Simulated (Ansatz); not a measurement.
# Resistivity from frozen vibrations: Pd(111) with 4 thermally displaced layers, 2x2, part 2 of 2

Aim: the resistivity of Pd at 800 K from frozen thermal displacements between perfect leads.

Ansatz 0.2.0; Ansatz plane-wave DFT, PBE, PAW files; ballistic transport by layer matching (Landauer), zero bias; PAW set soft_1.

So far, open channels per spin nearest the Fermi level: step 2 (with 4 displaced layers) 5.23.

## Step 3: With 8 displaced layers

System of this step: Pd(111) with 8 thermally displaced layers, 2x2. The cell holds 56 atoms: 56 Pd. Cell: a = 5.501 Å, b = 5.501 Å, c = 31.481 Å, α = 87.5°, β = 92.5°, γ = 120.0°. It derives from Pd. Regions: lead, 24 atoms (24 Pd); scattering region, 32 atoms (32 Pd). The structure is stacked along c, and the current runs across the ab planes.

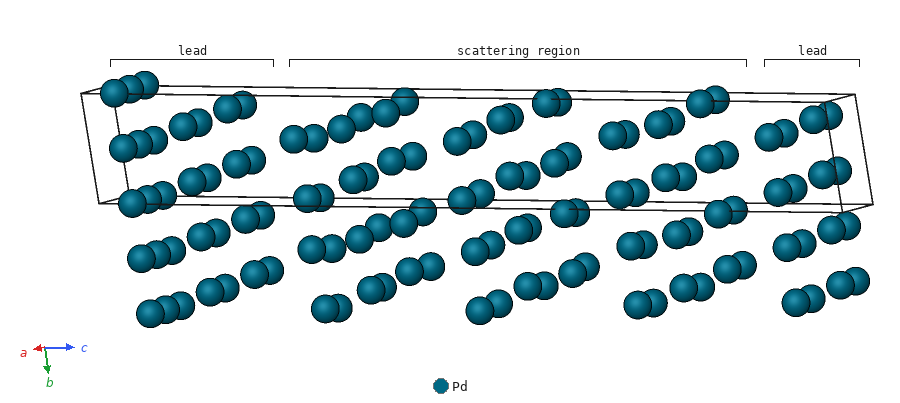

The cell of this step (palladium blue). 1×2×1 cells are drawn. Some periodic images of atoms are drawn too.

input.yaml

```yaml
crystal:
  lattice:
    - [5.5010079149, 0.0, 0.0]
    - [-2.7505039575, 4.7640126007, 0.0]
    - [-1.3752519787, 0.7940021001, 31.4408790793]
  atoms:
    - { symbol: Pd, position: [0.005952381, 0.994047619, 0.0357142857] }
    - { symbol: Pd, position: [0.005952381, 0.494047619, 0.0357142857] }
    - { symbol: Pd, position: [0.505952381, 0.994047619, 0.0357142857] }
    - { symbol: Pd, position: [0.505952381, 0.494047619, 0.0357142857] }
    - { symbol: Pd, position: [0.1845238095, 0.3154761905, 0.1071428571] }
    - { symbol: Pd, position: [0.1845238095, 0.8154761905, 0.1071428571] }
    - { symbol: Pd, position: [0.6845238095, 0.3154761905, 0.1071428571] }
    - { symbol: Pd, position: [0.6845238095, 0.8154761905, 0.1071428571] }
    - { symbol: Pd, position: [0.3630952381, 0.1369047619, 0.1785714286] }
    - { symbol: Pd, position: [0.3630952381, 0.6369047619, 0.1785714286] }
    - { symbol: Pd, position: [0.8630952381, 0.1369047619, 0.1785714286] }
    - { symbol: Pd, position: [0.8630952381, 0.6369047619, 0.1785714286] }
    - { symbol: Pd, position: [0.0981830121, 0.9914811259, 0.2513743403] }
    - { symbol: Pd, position: [0.015472775, 0.457799533, 0.2525245367] }
    - { symbol: Pd, position: [0.5186387869, 0.9680858721, 0.2516530817] }
    - { symbol: Pd, position: [0.5415149265, 0.428704962, 0.2474553599] }
    - { symbol: Pd, position: [0.1969157543, 0.2489579457, 0.3281174757] }
    - { symbol: Pd, position: [0.2133471085, 0.7882767604, 0.3204342062] }
    - { symbol: Pd, position: [0.7722029625, 0.3128662442, 0.3238641891] }
    - { symbol: Pd, position: [0.672904692, 0.7806441843, 0.3240577516] }
    - { symbol: Pd, position: [0.4142026624, 0.0843404366, 0.3998638605] }
    - { symbol: Pd, position: [0.3619918707, 0.5838018347, 0.3964529664] }
    - { symbol: Pd, position: [0.9254185364, 0.1518896346, 0.3935821113] }
    - { symbol: Pd, position: [0.8794017315, 0.5923074044, 0.3886610369] }
    - { symbol: Pd, position: [0.0576705952, 0.9382461711, 0.4665206426] }
    - { symbol: Pd, position: [0.0973413814, 0.4023848266, 0.4707813374] }
    - { symbol: Pd, position: [0.590765906, 0.9628543366, 0.4626213952] }
    - { symbol: Pd, position: [0.5650462888, 0.4282974166, 0.4682522651] }
    - { symbol: Pd, position: [0.2512013915, 0.2300467444, 0.530556498] }
    - { symbol: Pd, position: [0.2321610914, 0.7561711855, 0.5395203212] }
    - { symbol: Pd, position: [0.7392673522, 0.2162210734, 0.5390716522] }
    - { symbol: Pd, position: [0.7191594104, 0.7255521828, 0.5381024688] }
    - { symbol: Pd, position: [0.3895972099, 0.0756549011, 0.6049061021] }
    - { symbol: Pd, position: [0.4360946156, 0.5634253719, 0.6079201072] }
    - { symbol: Pd, position: [0.9410684773, 0.0453182919, 0.6126073784] }
    - { symbol: Pd, position: [0.9619363309, 0.5861432156, 0.6116224522] }
    - { symbol: Pd, position: [0.1411656128, 0.9082787176, 0.678862131] }
    - { symbol: Pd, position: [0.0795286921, 0.3839705739, 0.675612187] }
    - { symbol: Pd, position: [0.5847395358, 0.8938286004, 0.6763850177] }
    - { symbol: Pd, position: [0.5773972939, 0.3602617413, 0.6796036519] }
    - { symbol: Pd, position: [0.3163228865, 0.2419057354, 0.7499464898] }
    - { symbol: Pd, position: [0.3330973466, 0.7431851198, 0.7544230712] }
    - { symbol: Pd, position: [0.7554881358, 0.2392992002, 0.751306041] }
    - { symbol: Pd, position: [0.8059370383, 0.717509627, 0.751471929] }
    - { symbol: Pd, position: [0.4702380952, 0.0297619048, 0.8214285714] }
    - { symbol: Pd, position: [0.4702380952, 0.5297619048, 0.8214285714] }
    - { symbol: Pd, position: [0.9702380952, 0.0297619048, 0.8214285714] }
    - { symbol: Pd, position: [0.9702380952, 0.5297619048, 0.8214285714] }
    - { symbol: Pd, position: [0.1488095238, 0.8511904762, 0.8928571429] }
    - { symbol: Pd, position: [0.1488095238, 0.3511904762, 0.8928571429] }
    - { symbol: Pd, position: [0.6488095238, 0.8511904762, 0.8928571429] }
    - { symbol: Pd, position: [0.6488095238, 0.3511904762, 0.8928571429] }
    - { symbol: Pd, position: [0.3273809524, 0.1726190476, 0.9642857143] }
    - { symbol: Pd, position: [0.3273809524, 0.6726190476, 0.9642857143] }
    - { symbol: Pd, position: [0.8273809524, 0.1726190476, 0.9642857143] }
    - { symbol: Pd, position: [0.8273809524, 0.6726190476, 0.9642857143] }
kpoints:
  mp_grid: { grid: [5, 5, 1] }
hamiltonian:
  xc: pbe
  pseudopotentials: { kind: paw, azcp: { folder: soft_1 } }
scf:
  occupations: { method: fermi_dirac, width: 0.1 }
output:
  transmission:
    leads: [[0, 4]]
    kmesh: [10, 10]
    e_range: [-0.05, 0.05]
    de: 0.05
  write_potential: true
  write_density: true
  volumetric_format: npy
```

Run with:

```sh
$ ansatz run input.yaml --threads 4 --pin off --max-ram 15360MiB --backend cpu --events-out ev --progress --plain --runs-dir out
```

Numbers of over 12 decimals in the logs are rounded to 6 here.

What it wrote:

```text
[...]
Crystal: 56 atoms, lattice volume = 823.967 Å³
Basis set: ecut = 420 eV, 16079 PW (Γ)
Bands: 605, of which v1, the nominal top of the filled ones, is band 504 counted from 1 (503 counted from 0)
Symmetry: 1 space group operations
[...]
k-points: 13 of 25 (time reversal used)
[...]
SCF iter   1: F=—  HF=-390525.455669 eV  |F-HF|=—  |Δ(HF+E_count)|=         —  Δρ=1.51e-1  dr2=2.06e2  ethr=3.10e-3  ⟨swp⟩=5.0  Hψ=23875  notcnv=0  defer=180
[...]
SCF iter  11: F=-390475.963250 eV  HF=-390475.963250 eV  |F-HF|=2.10e-8  |Δ(HF+E_count)|=   5.41e-9  Δρ=7.39e-7  dr2=2.20e-8  ethr=9.92e-12  ⟨swp⟩=8.4  Hψ=25113  notcnv=0
SCF 1 converged in 11 iterations: F = -390475.963250 eV  dr2 = 2.20e-8
[...]
transmission: 262 of 2600 steps passed
transmission: 522 of 2600 steps passed
[...]
transmission: 2600 of 2600 steps passed
SCF converged after 11 iterations
Free energy (F): -390475.963250 eV
[...]
Internal energy: -390472.634150 eV  (E = F + TS)
E sigma→0 (E₀):  -390474.298700 eV
Entropy (-TS):   -3.329100 eV (-59.448 meV/atom)
Fermi energy:    19.782073 eV
[...]
--- Band table (eV; the first three rows and the last of 13) ---
  k-point 0: bands = [... 500 lower, 19.8664, 19.8784, 19.8852, 19.8948, 19.9025, 19.9147, 19.9235, 19.9383, ... 97 higher]
  k-point 1: bands = [... 500 lower, 19.7492, 19.7569, 19.7770, 19.7916, 19.8182, 19.8367, 19.8654, 19.8954, ... 97 higher]
  k-point 2: bands = [... 500 lower, 19.7215, 19.7308, 19.7427, 19.7561, 19.7617, 19.7751, 19.7907, 19.8121, ... 97 higher]
  k-point 12: bands = [... 500 lower, 19.6965, 19.7100, 19.7210, 19.7404, 19.7685, 19.7825, 19.8001, 19.8195, ... 97 higher]
--- Transmission ---
  basis      : 235 plane waves across, 50 finite elements along
  points     : 52, standing for a mesh of 10 x 10
[...]
channels       : 5.230000e0 a spin
[...]
junction   : crystal 0 to crystal 0, 0.70 to 29.89 Å
    transmission   : 2.254545e0 a spin
[...]
```

Wall time 16 min (4 threads of Arm Neoverse V1, shared host); peak memory 9.4 GiB.

This step gave:

```yaml
free_energy: -390475.9632 eV
energy_at_zero_smearing: -390474.2987 eV
fermi_energy: 19.78 eV
transmission_per_spin_nearest_the_fermi_level: 2.255
step_of_the_lead_s_potential: 9 meV
```

Per spin. Transmission, zone mean against energy, zero at the Fermi level:

| energy (eV) | transmission, zone mean |
| --- | --- |
| -0.0500 | 2.40 |
| 0.0000 | 2.25 |
| 0.0500 | 2.03 |

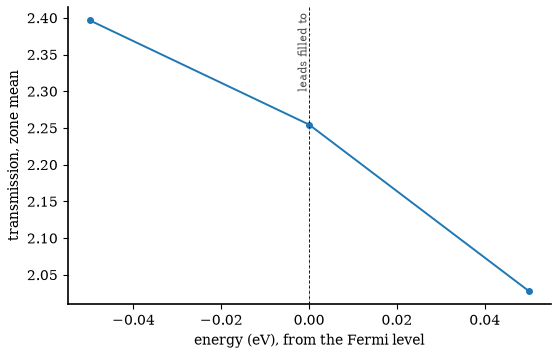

Transmission, zone mean against energy.

Over the solved energies the transmission per spin lies between 2.03 and 2.40, out of 5.25 channels of the lead on average (up to 6.13).

## Step 4: With 12 displaced layers

System of this step: Pd(111) with 12 thermally displaced layers, 2x2. The cell holds 72 atoms: 72 Pd. Cell: a = 5.501 Å, b = 5.501 Å, c = 40.424 Å, α = 90.0°, β = 90.0°, γ = 120.0°. It derives from Pd. Regions: lead, 24 atoms (24 Pd); scattering region, 48 atoms (48 Pd). The structure is stacked along c, and the current runs across the ab planes.

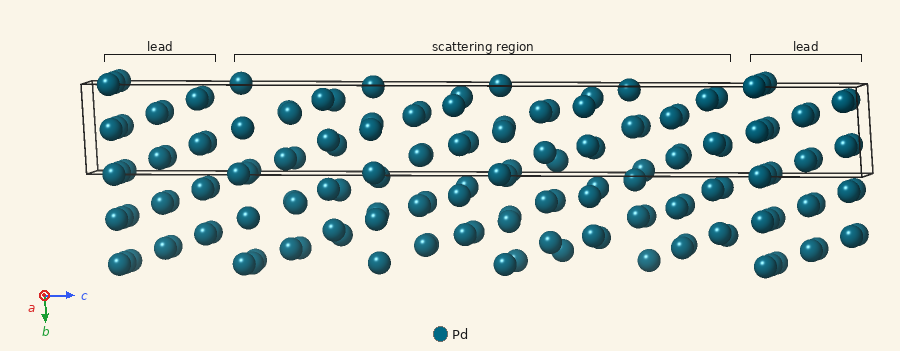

The cell of this step (palladium blue). 1×2×1 cells are drawn. Some periodic images of atoms are drawn too.

input.yaml

```yaml
crystal:
  lattice:
    - [5.5010079149, 0.0, 0.0]
    - [-2.7505039575, 4.7640126007, 0.0]
    - [0.0, 0.0, 40.4239873877]
  atoms:
    - { symbol: Pd, position: [0.0, 0.0, 0.0277777778] }
    - { symbol: Pd, position: [0.0, 0.5, 0.0277777778] }
    - { symbol: Pd, position: [0.5, 0.0, 0.0277777778] }
    - { symbol: Pd, position: [0.5, 0.5, 0.0277777778] }
    - { symbol: Pd, position: [0.1666666667, 0.3333333333, 0.0833333333] }
    - { symbol: Pd, position: [0.1666666667, 0.8333333333, 0.0833333333] }
    - { symbol: Pd, position: [0.6666666667, 0.3333333333, 0.0833333333] }
    - { symbol: Pd, position: [0.6666666667, 0.8333333333, 0.0833333333] }
    - { symbol: Pd, position: [0.3333333333, 0.1666666667, 0.1388888889] }
    - { symbol: Pd, position: [0.3333333333, 0.6666666667, 0.1388888889] }
    - { symbol: Pd, position: [0.8333333333, 0.1666666667, 0.1388888889] }
    - { symbol: Pd, position: [0.8333333333, 0.6666666667, 0.1388888889] }
    - { symbol: Pd, position: [0.002465991, 0.9908909124, 0.1887566185] }
    - { symbol: Pd, position: [0.9874069098, 0.4796015816, 0.197675233] }
    - { symbol: Pd, position: [0.4947123707, 0.0021185738, 0.1919032575] }
    - { symbol: Pd, position: [0.4886304691, 0.4997072951, 0.1900016601] }
    - { symbol: Pd, position: [0.1719295095, 0.3306412586, 0.2464534904] }
    - { symbol: Pd, position: [0.1204654702, 0.8463544076, 0.2491099207] }
    - { symbol: Pd, position: [0.6520206379, 0.3273398158, 0.2554331128] }
    - { symbol: Pd, position: [0.6666712535, 0.8355316983, 0.2455521378] }
    - { symbol: Pd, position: [0.3811836209, 0.1899521739, 0.3087467773] }
    - { symbol: Pd, position: [0.3460133322, 0.6899310277, 0.3066650643] }
    - { symbol: Pd, position: [0.8448795643, 0.1628040654, 0.3011471297] }
    - { symbol: Pd, position: [0.8313926591, 0.6175581035, 0.3048379006] }
    - { symbol: Pd, position: [0.982271014, 0.9735325936, 0.3629449736] }
    - { symbol: Pd, position: [0.9900530936, 0.4889124427, 0.3626659672] }
    - { symbol: Pd, position: [0.507150976, 0.0352518003, 0.3621623197] }
    - { symbol: Pd, position: [0.4649020781, 0.4506552708, 0.3571995974] }
    - { symbol: Pd, position: [0.1899124054, 0.3320490208, 0.4158198344] }
    - { symbol: Pd, position: [0.1865077781, 0.8007801678, 0.4149149535] }
    - { symbol: Pd, position: [0.6637199825, 0.3482143577, 0.4146820208] }
    - { symbol: Pd, position: [0.6328150565, 0.7925952327, 0.4188481641] }
    - { symbol: Pd, position: [0.3450066643, 0.1545764002, 0.472710775] }
    - { symbol: Pd, position: [0.2989345175, 0.6546922225, 0.4763436987] }
    - { symbol: Pd, position: [0.8656347015, 0.2253028413, 0.4698677143] }
    - { symbol: Pd, position: [0.8436067071, 0.6617048007, 0.4739145938] }
    - { symbol: Pd, position: [0.9927199979, 0.9857569986, 0.5251827202] }
    - { symbol: Pd, position: [0.0664081714, 0.4980370109, 0.5217459088] }
    - { symbol: Pd, position: [0.4943483433, 0.0172083986, 0.5262822434] }
    - { symbol: Pd, position: [0.5426220488, 0.5254404991, 0.5273221301] }
    - { symbol: Pd, position: [0.143536901, 0.3078318537, 0.5812397206] }
    - { symbol: Pd, position: [0.1495714243, 0.8639004678, 0.5880911485] }
    - { symbol: Pd, position: [0.6240621588, 0.3033426545, 0.578043682] }
    - { symbol: Pd, position: [0.6060628812, 0.7544956491, 0.5799167561] }
    - { symbol: Pd, position: [0.3574522425, 0.1578936251, 0.641444966] }
    - { symbol: Pd, position: [0.3449286277, 0.7113517544, 0.6394847535] }
    - { symbol: Pd, position: [0.8573269409, 0.2314462486, 0.6379183876] }
    - { symbol: Pd, position: [0.8090537704, 0.6717910682, 0.6387727326] }
    - { symbol: Pd, position: [0.0117418153, 0.9766092703, 0.6968513675] }
    - { symbol: Pd, position: [0.0102700759, 0.4830543424, 0.6949327103] }
    - { symbol: Pd, position: [0.5115084382, 0.0595357452, 0.6923383501] }
    - { symbol: Pd, position: [0.4765164046, 0.4729494234, 0.6934091894] }
    - { symbol: Pd, position: [0.1762806179, 0.3528195389, 0.7481740233] }
    - { symbol: Pd, position: [0.1446084761, 0.7973833548, 0.7475252248] }
    - { symbol: Pd, position: [0.7404508639, 0.3597597022, 0.7476627464] }
    - { symbol: Pd, position: [0.6248915034, 0.8085734003, 0.7499351222] }
    - { symbol: Pd, position: [0.3246508305, 0.1477750687, 0.8017073878] }
    - { symbol: Pd, position: [0.370328173, 0.6781302771, 0.8044352158] }
    - { symbol: Pd, position: [0.821763687, 0.1532273786, 0.7967737899] }
    - { symbol: Pd, position: [0.8222905001, 0.6394966437, 0.8025565085] }
    - { symbol: Pd, position: [0.0, 0.0, 0.8611111111] }
    - { symbol: Pd, position: [0.0, 0.5, 0.8611111111] }
    - { symbol: Pd, position: [0.5, 0.0, 0.8611111111] }
    - { symbol: Pd, position: [0.5, 0.5, 0.8611111111] }
    - { symbol: Pd, position: [0.1666666667, 0.3333333333, 0.9166666667] }
    - { symbol: Pd, position: [0.1666666667, 0.8333333333, 0.9166666667] }
    - { symbol: Pd, position: [0.6666666667, 0.3333333333, 0.9166666667] }
    - { symbol: Pd, position: [0.6666666667, 0.8333333333, 0.9166666667] }
    - { symbol: Pd, position: [0.3333333333, 0.1666666667, 0.9722222222] }
    - { symbol: Pd, position: [0.3333333333, 0.6666666667, 0.9722222222] }
    - { symbol: Pd, position: [0.8333333333, 0.1666666667, 0.9722222222] }
    - { symbol: Pd, position: [0.8333333333, 0.6666666667, 0.9722222222] }
kpoints:
  mp_grid: { grid: [5, 5, 1] }
hamiltonian:
  xc: pbe
  pseudopotentials: { kind: paw, azcp: { folder: soft_1 } }
scf:
  occupations: { method: fermi_dirac, width: 0.1 }
output:
  transmission:
    leads: [[0, 4]]
    kmesh: [10, 10]
    e_range: [-0.05, 0.05]
    de: 0.05
  write_potential: true
  write_density: true
  volumetric_format: npy
```

What it wrote:

```text
[...]
Crystal: 72 atoms, lattice volume = 1059.386 Å³
Basis set: ecut = 420 eV, 20709 PW (Γ)
Bands: 778, of which v1, the nominal top of the filled ones, is band 648 counted from 1 (647 counted from 0)
Symmetry: 1 space group operations
[...]
k-points: 13 of 25 (time reversal used)
[...]
SCF iter   1: F=—  HF=-502100.564678 eV  |F-HF|=—  |Δ(HF+E_count)|=         —  Δρ=1.51e-1  dr2=2.94e2  ethr=3.10e-3  ⟨swp⟩=5.0  Hψ=31161  notcnv=0  defer=223
[...]
SCF iter  11: F=-502037.123222 eV  HF=-502037.123222 eV  |F-HF|=5.62e-8  |Δ(HF+E_count)|=   1.15e-8  Δρ=1.13e-6  dr2=5.89e-8  ethr=7.72e-12  ⟨swp⟩=8.3  Hψ=32850  notcnv=0
SCF 1 converged in 11 iterations: F = -502037.123222 eV  dr2 = 5.89e-8
[...]
transmission: 338 of 3380 steps passed
transmission: 676 of 3380 steps passed
[...]
transmission: 3380 of 3380 steps passed
SCF converged after 11 iterations
Free energy (F): -502037.123222 eV
[...]
Internal energy: -502032.889898 eV  (E = F + TS)
E sigma→0 (E₀):  -502035.006560 eV
Entropy (-TS):   -4.233324 eV (-58.796 meV/atom)
Fermi energy:    19.791973 eV
[...]
--- Band table (eV; the first three rows and the last of 13) ---
  k-point 0: bands = [... 644 lower, 19.8693, 19.8769, 19.8862, 19.8934, 19.8968, 19.9114, 19.9149, 19.9304, ... 126 higher]
  k-point 1: bands = [... 644 lower, 19.7615, 19.7884, 19.7963, 19.8127, 19.8200, 19.8503, 19.8585, 19.8719, ... 126 higher]
  k-point 2: bands = [... 644 lower, 19.7251, 19.7364, 19.7403, 19.7512, 19.7643, 19.7697, 19.7965, 19.8067, ... 126 higher]
  k-point 12: bands = [... 644 lower, 19.7176, 19.7357, 19.7485, 19.7605, 19.7751, 19.7950, 19.8046, 19.8212, ... 126 higher]
--- Transmission ---
  basis      : 235 plane waves across, 65 finite elements along
  points     : 52, standing for a mesh of 10 x 10
[...]
channels       : 5.230000e0 a spin
[...]
junction   : crystal 0 to crystal 0, 0.70 to 38.88 Å
    transmission   : 1.657749e0 a spin
[...]
```

Wall time 28 min (4 threads); peak memory 8.2 GiB; 1.8 h of CPU time.

Numbers from this step:

```yaml
free_energy: -502037.1232 eV
energy_at_zero_smearing: -502035.0066 eV
fermi_energy: 19.79 eV
transmission_per_spin_nearest_the_fermi_level: 1.658
step_of_the_lead_s_potential: 17 meV
```

Per spin. Table of transmission, zone mean by energy, zero at the Fermi level:

| energy (eV) | transmission, zone mean |
| --- | --- |
| -0.0500 | 1.74 |
| 0.0000 | 1.66 |
| 0.0500 | 1.60 |

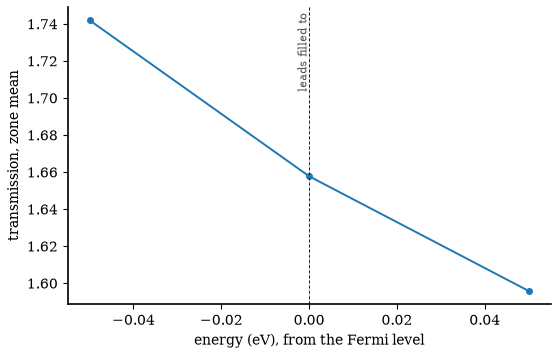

Transmission, zone mean, plotted against energy.

Over the solved energies the transmission per spin lies between 1.60 and 1.74, out of 5.33 channels of the lead on average (up to 6.25).

## Step 5: The fit

This step: Ansatz plane-wave DFT, PBE, PAW files; ballistic transport by layer matching (Landauer), zero bias; resistivity from the slope of the area resistance; PAW set soft_1 (Ansatz 0.2.0).

This step gave:

```yaml
resistivity: 55.96 µΩ cm
intercept: -0.1179 fΩ m²
scatter_about_the_fit: 0.008945 fΩ m²
```

Resistance, by row:

| run | length (Å) | T | channels N | RA (fΩ m²) |
| --- | --- | --- | --- | --- |
| n4 | 8.983 | 3.295 | 5.323 | 0.3912 |
| n8 | 17.97 | 2.226 | 5.25 | 0.8749 |
| n12 | 26.95 | 1.665 | 5.33 | 1.397 |

Table of area resistance by length of the displaced region:

| length of the displaced region (Å) | area resistance (fΩ m²) |
| --- | --- |
| 8.98 | 0.391 |
| 17.97 | 0.875 |
| 26.95 | 1.40 |

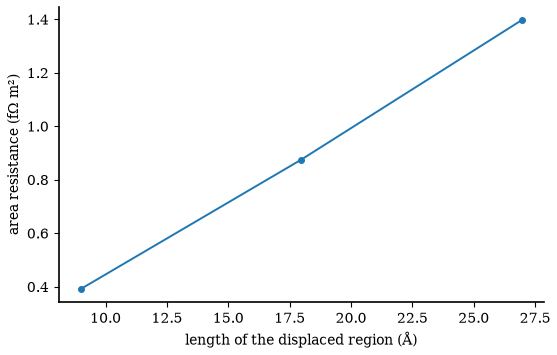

Area resistance against length of the displaced region.

The area resistance goes from 0.39 to 1.4 fΩ m² between 9.0 and 26.9 Å, a slope of 56 µΩ cm.

By hand from the end points: (1.397 − 0.3912) fΩ m² / (26.95 − 8.98) Å = 56 µΩ cm, since 1 fΩ m² per Å is 1000 µΩ cm.

## Step 6: Summary of results

```
resistivity from the slope  : 56.0 µΩ cm
area resistance over 8.98 Å : 0.391 fΩ m²
area resistance over 18.0 Å : 0.875 fΩ m²
area resistance over 26.9 Å : 1.40 fΩ m²
```

The slope gives 56 µΩ cm. The points scatter by 0.0089 fΩ m² about the line, with one random draw a length in a 2x2 cell, so the slope is a rough value. The mean square of the displacements drawn is 0.78, 0.99 and 1.2 of the nominal one at the three lengths; with each resistance scaled back by that, the slope is 38 µΩ cm, the value used below. The lead's own channel count moves between the runs (5.32, 5.25 and 5.33), which shifts RA and the slope too. Read with a model of isotropic scattering on a spherical Fermi surface and the lead's 1.6×10¹⁵ S/m², this slope means a mean free path near 13 Å; over these lengths the model's slope is within 3 % of its bulk resistivity. Uncorrelated displacements put too much weight on short waves, which scatter strongly; with the sideways repeat of a small cell, one draw and three short lengths, the method is good to a factor of two or three.

[Logs are printed without paths, hosts, clocks, repeated set-up lines and the standing remarks that a program may print on its own settings, such as how far it seeks lower states.]

[Hosts, paths, dates, database ids (printed as entryN), source tags and the programs' standing remarks are cut or masked in the printed files.]
